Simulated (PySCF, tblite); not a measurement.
# C8H10OSi: geometry, infrared bands and NMR shifts

Wanted: the infrared bands and NMR shifts of C8H10OSi (`CC(=O)C1=C[C@@]2([SiH3])C=C[C@@H]12`), by calculation.

Computed with tblite 0.8.0 and PySCF 2.14.0, with density-fitted response routines of our own, on a single molecule in the gas phase. Atoms count from 0, in the outputs and in this text.

**1. The starting structure**

20 atoms, charge 0, multiplicity 1; geometry from: force field or distance geometry start.

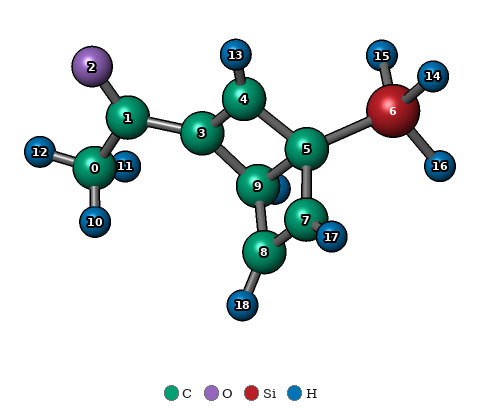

The starting geometry (carbon teal, oxygen purple, silicon red, hydrogen blue), atoms numbered.

**2. Relaxing the molecule with GFN2-xTB**

What the job is given:

```
{"job": {"kind": "relax", "xc": "GFN2-xTB", "basis": "xTB"}, "charge": 0, "multiplicity": 1}
C      3.102400    -0.087700     0.144300
C      1.964700     0.048400     1.132400
O      2.224400     0.117300     2.348400
C      0.611600     0.067900     0.545000
C     -0.574800     0.223900     1.178600
C     -1.357700     0.127100    -0.133500
Si    -2.649900    -1.211000    -0.321800
C     -1.467200     1.399000    -0.953000
C     -0.276400     1.214500    -1.564300
C      0.011000    -0.071900    -0.816100
H      3.071600     0.758000    -0.550600
H      2.994500    -1.028500    -0.402500
H      4.048400    -0.081500     0.680400
H     -0.856000     0.386400     2.204500
H     -3.903600    -0.865500     0.415200
H     -2.167000    -2.519000     0.213700
H     -3.011500    -1.427700    -1.741100
H     -2.241000     2.157400    -1.021800
H      0.275800     1.787700    -2.299100
H      0.195400    -0.984000    -1.387000
```

Launch:

```sh
$ OMP_NUM_THREADS=1 python probes_run.py task.json out
```

One launch serves the whole session: the jobs run in the order shown.

Standard output:

```text
step      E/eV     max force
  0    -759.15344    2.452
  1    -759.25351    2.176
  2    -759.30406    0.438
  3    -759.31818    0.316
  4    -759.33318    0.347
  5    -759.34470    0.345
  6    -759.35739    0.283
  7    -759.36586    0.309
  8    -759.37175    0.233
  9    -759.37638    0.149
 10    -759.37981    0.119
 11    -759.38215    0.134
 12    -759.38434    0.124
 13    -759.38624    0.094
 14    -759.38764    0.106
 15    -759.38866    0.091
 16    -759.38959    0.073
 17    -759.39053    0.073
 18    -759.39141    0.060
 19    -759.39221    0.061
 20    -759.39296    0.066
 21    -759.39375    0.066
 22    -759.39456    0.064
 23    -759.39530    0.068
 24    -759.39590    0.061
 25    -759.39642    0.058
 26    -759.39694    0.067
 27    -759.39750    0.067
 28    -759.39794    0.058
 29    -759.39822    0.033
 30    -759.39841    0.039
 31    -759.39862    0.051
 32    -759.39889    0.055
 33    -759.39917    0.052
 34    -759.39939    0.030
 35    -759.39954    0.024
 36    -759.39966    0.022
 37    -759.39977    0.025
 38    -759.39987    0.026
 39    -759.39997    0.023
 40    -759.40005    0.021
 41    -759.40011    0.016
 42    -759.40015    0.013
 43    -759.40019    0.013
 44    -759.40023    0.016
 45    -759.40026    0.014
 46    -759.40029    0.015
 47    -759.40032    0.016
 48    -759.40037    0.021
 49    -759.40045    0.029
 50    -759.40054    0.025
 51    -759.40062    0.017
 52    -759.40069    0.018
 53    -759.40076    0.026
 54    -759.40082    0.027
 55    -759.40087    0.017
 56    -759.40091    0.011
 57    -759.40094    0.014
 58    -759.40099    0.021
 59    -759.40103    0.020
 60    -759.40107    0.017
 61    -759.40111    0.015
 62    -759.40115    0.018
 63    -759.40118    0.019
 64    -759.40121    0.012
 65    -759.40124    0.014
 66    -759.40126    0.012
 67    -759.40128    0.014
 68    -759.40130    0.013
 69    -759.40132    0.016
 70    -759.40135    0.022
 71    -759.40138    0.020
 72    -759.40141    0.011
 73    -759.40144    0.012
 74    -759.40146    0.014
 75    -759.40149    0.018
 76    -759.40151    0.012
 77    -759.40153    0.009
```

Wall time 1.2 s (1 thread of Arm Neoverse N1, shared host); peak memory 0.18 GiB.

Step by step: (not every step is listed)

| step | energy from step 0 (eV) | largest force (eV/Å) |
| --- | --- | --- |
| 0 | 0.0000 | 2.4518 |
| 1 | -0.1001 | 2.1765 |
| 2 | -0.1506 | 0.4378 |
| 3 | -0.1647 | 0.3158 |
| 4 | -0.1797 | 0.3465 |
| 5 | -0.1913 | 0.3454 |
| 6 | -0.2039 | 0.2834 |
| 7 | -0.2124 | 0.3086 |
| 8 | -0.2183 | 0.2329 |
| 14 | -0.2342 | 0.1063 |
| 20 | -0.2395 | 0.0658 |
| 26 | -0.2435 | 0.0667 |
| 32 | -0.2455 | 0.0554 |
| 38 | -0.2464 | 0.0256 |
| 44 | -0.2468 | 0.0159 |
| 50 | -0.2471 | 0.0252 |
| 56 | -0.2475 | 0.0110 |
| 62 | -0.2477 | 0.0177 |
| 68 | -0.2479 | 0.0126 |
| 72 | -0.2480 | 0.0110 |
| 73 | -0.2480 | 0.0115 |
| 74 | -0.2480 | 0.0143 |
| 75 | -0.2480 | 0.0179 |
| 76 | -0.2481 | 0.0117 |
| 77 | -0.2481 | 0.0090 |

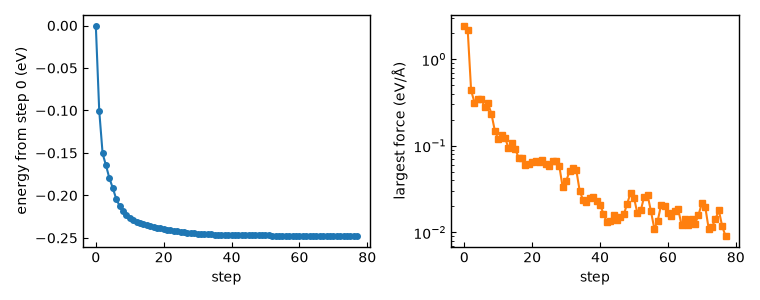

Energy and force, step by step.

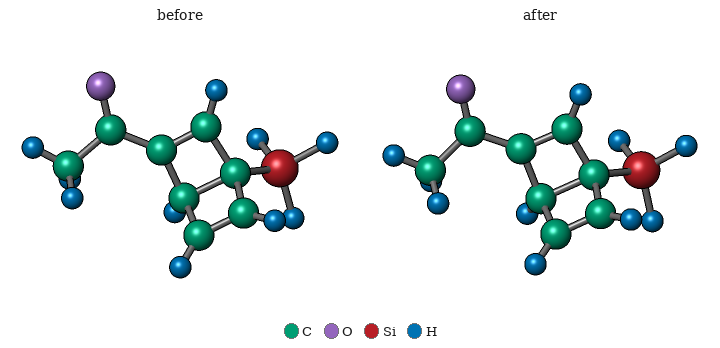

Before and after, at one scale.

Close pairs (by a distance rule), those that changed most:

| bond | before (Å) | after (Å) | change (Å) |
| --- | --- | --- | --- |
| C1–O2 | 1.245 | 1.212 | -0.033 |
| Si6–H14 | 1.495 | 1.463 | -0.032 |
| Si6–H15 | 1.494 | 1.462 | -0.031 |
| C4–C5 | 1.531 | 1.503 | -0.028 |
| C5–C9 | 1.542 | 1.566 | +0.024 |
| C7–C8 | 1.351 | 1.329 | -0.022 |
| C3–C9 | 1.494 | 1.516 | +0.022 |
| C5–Si6 | 1.870 | 1.888 | +0.018 |

The next job starts from the end point, and lists it.

**3. Harmonic vibrations with GFN2-xTB**

What the job is given:

```
{"job": {"kind": "ir", "xc": "GFN2-xTB", "basis": "xTB"}, "charge": 0, "multiplicity": 1}
C      3.036515    -0.056426     0.087787
C      1.966168     0.058636     1.147217
O      2.212558     0.165543     2.329522
C      0.603337     0.034775     0.625875
C     -0.618202     0.203421     1.163195
C     -1.341860     0.046456    -0.144169
Si    -2.710362    -1.241015    -0.329587
C     -1.407253     1.342736    -0.925500
C     -0.213162     1.183218    -1.486175
C      0.076575    -0.120922    -0.787341
H      2.899196     0.725996    -0.655516
H      2.948398    -1.018226    -0.413909
H      4.021540     0.029297     0.537950
H     -0.977899     0.425567     2.149808
H     -3.888312    -0.771129     0.399697
H     -2.221173    -2.505540     0.217708
H     -3.000319    -1.372145    -1.757620
H     -2.162825     2.104625    -0.944984
H      0.386442     1.755492    -2.169679
H      0.385491    -0.979681    -1.372770
```

Standard output:

```text
mode    cm-1     km/mol
  1      46.0      5.27
  2      74.8      1.06
  3      85.8      0.17
  4     114.3      0.13
  5     122.5      1.89
  6     168.0      0.37
  7     203.3      2.09
  8     325.9      0.33
  9     355.8      0.11
 10     380.1      0.91
 11     431.2     13.75
 12     476.6      1.96
 13     535.0     43.70
 14     542.6     33.39
 15     557.5     41.93
 16     634.5      8.66
 17     666.2     20.30
 18     768.3    153.34
 19     776.3    169.85
 20     781.5    525.34
 21     791.2     22.56
 22     804.0      2.21
 23     837.0      5.12
 24     840.2     14.91
 25     936.5      2.36
 26     979.2     40.91
 27     986.4     26.89
 28     989.4      1.61
 29    1005.6      4.00
 30    1020.9     16.13
 31    1042.4     24.83
 32    1076.9     15.04
 33    1103.2    103.21
 34    1143.4     50.06
 35    1163.4     58.24
 36    1215.2      5.60
 37    1233.2     39.23
 38    1264.3     27.67
 39    1364.2     28.05
 40    1453.2     11.66
 41    1459.1      9.67
 42    1614.9    198.32
 43    1638.1     22.66
 44    1721.2    356.06
 45    2275.8    177.67
 46    2277.4    359.77
 47    2284.7    289.84
 48    3019.9     25.55
 49    3023.0     28.33
 50    3031.5      7.21
 51    3059.9     16.83
 52    3115.7     28.86
 53    3137.6     28.87
 54    3140.1     44.56
```

Wall time 1.6 s (1 thread of Arm Neoverse N1, shared host); peak memory 0.18 GiB.

Which atoms move in the most intense modes:

| cm⁻¹ | km/mol | atoms |
| --- | --- | --- |
| 768 | 153.3 | H14 57 %, H15 23 %, H16 15 % |
| 776 | 169.8 | H16 48 %, H15 40 % |
| 782 | 525.3 | H16 32 %, H15 30 %, H14 27 % |
| 1615 | 198.3 | C3 52 %, C4 30 % |
| 1721 | 356.1 | C1 61 %, O2 36 % |
| 2276 | 177.7 | H14 78 %, H16 19 % |
| 2277 | 359.8 | H16 78 %, H14 17 % |
| 2285 | 289.8 | H15 95 % |

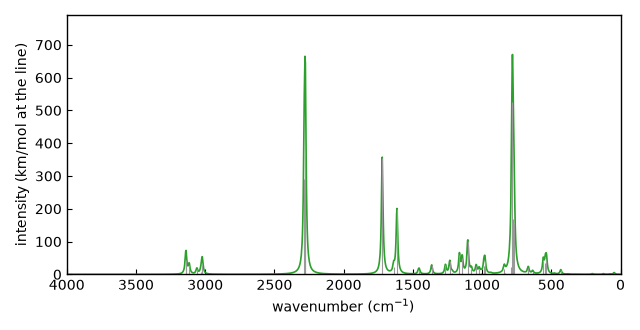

The infrared spectrum from these modes, unscaled. Lines are broadened to a width of 14 cm⁻¹ (Lorentzian).

**4. Nuclear shieldings: PBE0/pcSseg-1**

Same as in step 3 but for these lines:

```diff
@@ -1,2 +1,2 @@
-{"job": {"kind": "ir", "xc": "GFN2-xTB", "basis": "xTB"}, "charge": 0, "multiplicity": 1}
+{"job": {"kind": "nmr", "xc": "PBE0", "basis": "pcSseg-1"}, "charge": 0, "multiplicity": 1}
 C      3.036515    -0.056426     0.087787
```

Method: GIAO PBE0/pcSseg-1 NMR shielding, non-relativistic, gas phase.

Standard output:

```text
coarse grid: 17600 points
cycle   1  E = -674.6186975847  dE =  1.766e+00  |g| = 8.153e-01  |ddm| = 4.296e+00
cycle   2  E = -674.2263422839  dE =  3.924e-01  |g| = 1.625e+00  |ddm| = 3.222e+00
cycle   3  E = -674.7500086043  dE = -5.237e-01  |g| = 2.004e-01  |ddm| = 2.558e+00
cycle   4  E = -674.7586034190  dE = -8.595e-03  |g| = 7.291e-02  |ddm| = 2.714e-01
cycle   5  E = -674.7597423062  dE = -1.139e-03  |g| = 2.256e-02  |ddm| = 9.715e-02
cycle   6  E = -674.7598452931  dE = -1.030e-04  |g| = 8.807e-03  |ddm| = 2.806e-02
cycle   7  E = -674.7598614789  dE = -1.619e-05  |g| = 3.558e-03  |ddm| = 1.084e-02
cycle   8  E = -674.7598645147  dE = -3.036e-06  |g| = 7.193e-04  |ddm| = 4.506e-03
final grid: 166520 points
cycle   9  E = -674.8305811453  dE = -2.554e-05  |g| = 1.320e-02  |ddm| = 5.738e-02
cycle  10  E = -674.8304821652  dE =  9.898e-05  |g| = 2.613e-02  |ddm| = 3.815e-02
cycle  11  E = -674.8306166786  dE = -1.345e-04  |g| = 2.415e-03  |ddm| = 2.692e-02
cycle  12  E = -674.8306179103  dE = -1.232e-06  |g| = 3.447e-04  |ddm| = 2.546e-03
cycle  13  E = -674.8306179262  dE = -1.591e-08  |g| = 2.237e-04  |ddm| = 5.954e-04
cycle  14  E = -674.8306179376  dE = -1.146e-08  |g| = 7.105e-05  |ddm| = 2.757e-04
cycle  15  E = -674.8306179388  dE = -1.189e-09  |g| = 1.901e-05  |ddm| = 9.566e-05
cycle  16  E = -674.8306179389  dE = -8.981e-11  |g| = 4.192e-06  |ddm| = 2.154e-05
converged SCF energy = -674.8306179389

GIAO shielding tensors (ppm)
atom      isotropic    diamagn.    paramagn.     s11        s22        s33       span
  0 C      156.781     253.901     -97.119    138.447    144.308    187.590     49.143
  1 C       -9.073     243.311    -252.384    -98.454    -28.872    100.108    198.562
  2 O     -328.463     397.689    -726.152   -947.894   -392.373    354.878   1302.772
  3 C       30.287     262.458    -232.171    -71.171     19.855    142.176    213.347
  4 C       21.434     249.940    -228.506    -78.928    -15.933    159.164    238.092
  5 C      138.694     260.765    -122.070    107.704    148.775    159.604     51.900
  6 Si     422.275     880.403    -458.128    399.506    405.952    461.368     61.862
  7 C       30.431     254.277    -223.847    -85.093     19.753    156.632    241.724
  8 C       37.520     254.045    -216.525    -75.972     25.330    163.201    239.173
  9 C      131.746     246.053    -114.307    108.279    133.445    153.514     45.235
 10 H       29.411      30.872      -1.460     25.678     30.630     31.926      6.248
 11 H       29.369      30.442      -1.073     25.766     29.875     32.466      6.700
 12 H       29.656      27.258       2.397     26.411     27.691     34.864      8.453
 13 H       24.025      34.784     -10.759     21.958     24.367     25.749      3.791
 14 H       27.356      28.867      -1.511     24.212     25.249     32.607      8.395
 15 H       27.749      29.070      -1.321     24.293     26.351     32.603      8.310
 16 H       27.692      28.869      -1.176     24.316     26.192     32.569      8.254
 17 H       24.726      32.731      -8.005     23.055     24.888     26.234      3.179
 18 H       24.717      32.198      -7.481     23.113     25.342     25.696      2.583
 19 H       27.721      32.792      -5.070     25.272     28.236     29.656      4.384
```

It took 2 min on 1 thread of Arm Neoverse N1, shared host; peak memory 1 GiB.

Shifts follow as δ = σ(reference) − σ, with reference shieldings (ppm) from runs at the same level and on the same kind of geometry: 1H TMS 31.72, 13C TMS 186.9, 29Si TMS 349.2, 17O H2O 336.1. The references are single molecules in the gas phase, so shifts against H2O, NH3, PH3, H3PO4 or CFCl3 are not on the usual liquid scales and can be off by tens of ppm. Atoms listed in one row are averaged.

| atoms | environment | σ (ppm) | δ (ppm) | δ scaled to CDCl3 |
| --- | --- | --- | --- | --- |
| C1 | ketone carbonyl carbon | -9.1 | 196.0 | 189.4 |
| C4 | β carbon of a C=C–C=O unit | 21.4 | 165.5 | 159.6 |
| C3 | α carbon of a C=C–C=O unit | 30.3 | 156.6 | 151.0 |
| C7 | alkene CH | 30.4 | 156.5 | 150.8 |
| C8 | alkene CH | 37.5 | 149.4 | 143.9 |
| C9 | allylic sp3 CH | 131.7 | 55.2 | 51.9 |
| C5 | allylic fully substituted sp3 carbon bonded to Si | 138.7 | 48.2 | 45.2 |
| C0 | methyl carbon α to a carbonyl | 156.8 | 30.1 | 27.5 |
| H13 | hydrogen on a β carbon of a C=C–C=O unit | 24.02 | 7.69 | 7.36 |
| H18 | hydrogen on an alkene CH | 24.72 | 7.00 | 6.70 |
| H17 | hydrogen on an alkene CH | 24.73 | 6.99 | 6.70 |
| H14, H15, H16 | hydrogen on a silicon bonded to C | 27.60 | 4.12 | – |
| H19 | hydrogen on an allylic sp3 CH | 27.72 | 4.00 | 3.87 |
| H10, H11, H12 | hydrogen on a methyl carbon α to a carbonyl | 29.48 | 2.24 | 2.22 |
| O2 | ketone oxygen | -328.5 | 664.5 | – |
| Si6 | silicon bonded to C, 3 H | 422.3 | -73.1 | – |

The scaled column applies a straight-line fit of computed shieldings to shifts measured in CDCl3 (root-mean-square error 0.16 ppm for H, 1.9 ppm for C).

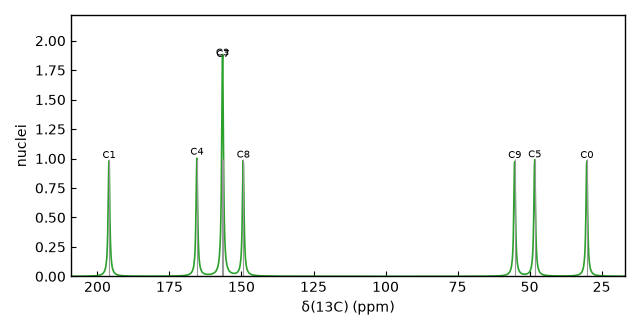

13C lines at the computed shifts, without couplings. Lines are broadened to a width of 0.66 ppm (Lorentzian).

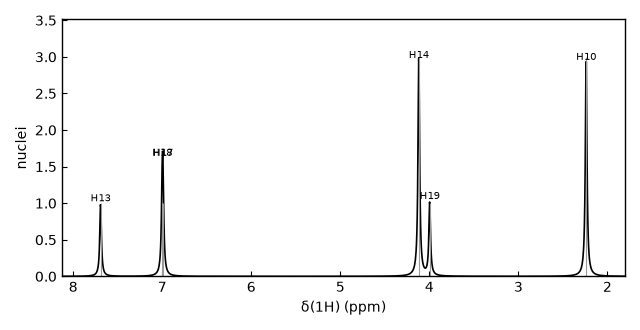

1H lines at the computed shifts, without couplings. Lines are broadened to a width of 0.02 ppm (Lorentzian).

The run also stored atomic charges by several schemes (e):

| atoms | Mulliken | IAO | Hirshfeld | ESP fit |
| --- | --- | --- | --- | --- |
| C0 | -0.27 | -0.48 | -0.13 | -0.68 |
| C1 | 0.25 | 0.37 | 0.15 | 0.87 |
| O2 | -0.36 | -0.42 | -0.25 | -0.56 |
| C3 | -0.13 | -0.07 | -0.02 | -0.42 |
| C4 | 0.09 | -0.10 | -0.01 | -0.01 |
| C5 | -0.55 | -0.23 | -0.08 | -0.06 |
| Si6 | 0.59 | 0.60 | 0.31 | 0.29 |
| C7 | 0.01 | -0.15 | -0.05 | -0.13 |
| C8 | -0.03 | -0.16 | -0.05 | -0.29 |
| C9 | -0.13 | -0.12 | -0.03 | 0.08 |

Hirshfeld charges:

C0 -0.13; C1 0.15; O2 -0.25; C3 -0.02; C4 -0.01; C5 -0.08; Si6 0.31; C7 -0.05; C8 -0.05; C9 -0.03; H10 0.05; H11 0.05; H12 0.05; H13 0.06; H14 -0.07; H15 -0.07; H16 -0.07; H17 0.05; H18 0.05; H19 0.05

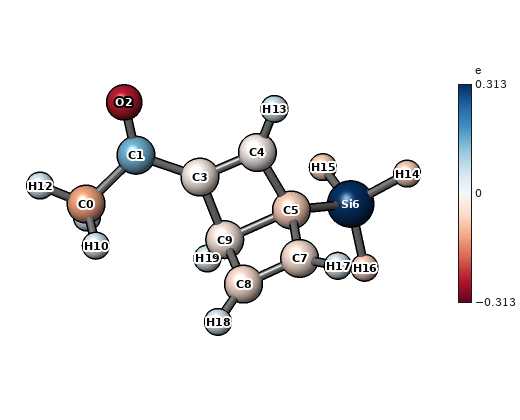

Hirshfeld charges, as colours on the atoms.

Mayer bond orders: C0–C1 1.03, C1–O2 2.02, C1–C3 0.95, C3–C4 1.68, C4–C5 1.00, C5–Si6 0.80, C5–C7 0.98, C7–C8 1.79, C8–C9 1.00, C9–C3 0.97, C9–C5 0.96.

Ring of atoms C3, C4, C5, C9: NICS(0) -3.6, NICS(1) -2.9, NICS(1)zz -3.3 ppm (means of both faces).

Ring of atoms C5, C7, C8, C9: NICS(0) -2.1, NICS(1) -2.6, NICS(1)zz -2.6 ppm (means of both faces).

Orbitals, density, ELF and potential are computed afterwards from the orbital file.

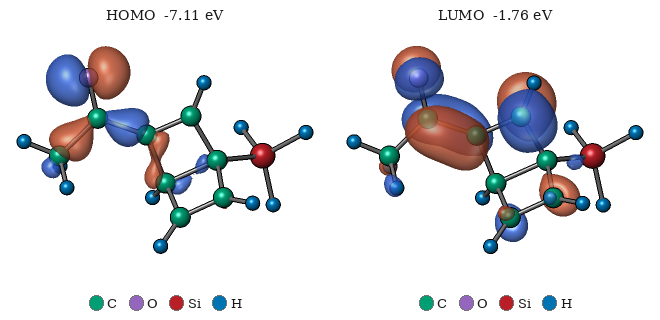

PBE0/pcSseg-1 orbitals near the gap, drawn at the value that encloses 70 % of each; the two colours are the two signs.

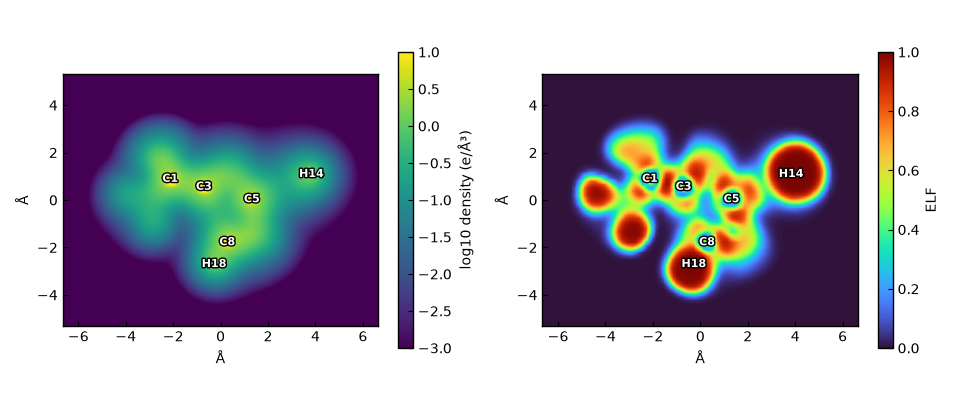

Density (left) and ELF (right) in a plane through or near 6 of the atoms.

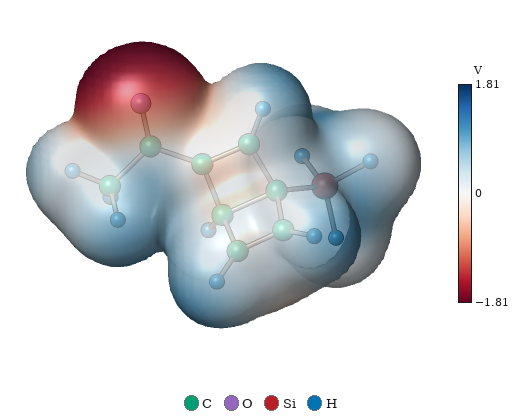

Electrostatic potential on the surface of density 0.002 e/bohr³; red is low, blue high. It runs from -1.81 V near O2 to 1.09 V near H14.

**5. What came out**

| quantity | value |
| --- | --- |
| strongest single infrared mode (GFN2-xTB) | 782 cm⁻¹, 525 km/mol |
| zero-point energy (GFN2-xTB) | 91.6 kcal/mol |
| 13C shifts against TMS (PBE0/pcSseg-1) | 196.0, 165.5, 156.6, 156.5, 149.4, 55.2, 48.2, 30.1 ppm |
| 1H shifts against TMS (PBE0/pcSseg-1, means over atoms taken as alike) | 7.69, 7.00, 6.99, 4.12, 4.00, 2.24 ppm |
| 17O shifts against H2O (PBE0/pcSseg-1) | 664.5 ppm |
| 29Si shifts against TMS (PBE0/pcSseg-1) | -73.1 ppm |
| surface potential, least and greatest | -1.81 V and 1.09 V |

What this shows: The optimisation took 77 steps and gained 0.248 eV; among the close pairs (by a distance rule), C1–O2 changed most, from 1.245 to 1.212 Å. No mode is imaginary among the 54: a minimum at this level. The strongest single mode, at 782 cm⁻¹, has its largest shares on H16, H15 and H14 (the list is cut at 3 atoms). GFN2-xTB is a fitted tight-binding method: band positions and strengths are rough. Its intensities can rank the bands wrongly. The most deshielded carbon is C1 (ketone carbonyl carbon), at 196.0 ppm: low-lying n→π* states of the double bond to the heteroatom give a large paramagnetic term (-252 ppm). H13 (hydrogen on a β carbon of a C=C–C=O unit) lies farthest downfield among hydrogen, at 7.69 ppm; attached to an sp2 carbon and in the plane of the double bond. At PBE0/pcSseg-1: The widest tensor belongs to O2: span 1303 ppm, with a paramagnetic part of -726 ppm. At PBE0/pcSseg-1, counted by nearest atom on the grid, the HOMO lies on O2 61 %; C0, C3 about 8 % each, the LUMO on C4 24 %; C1 19 %.
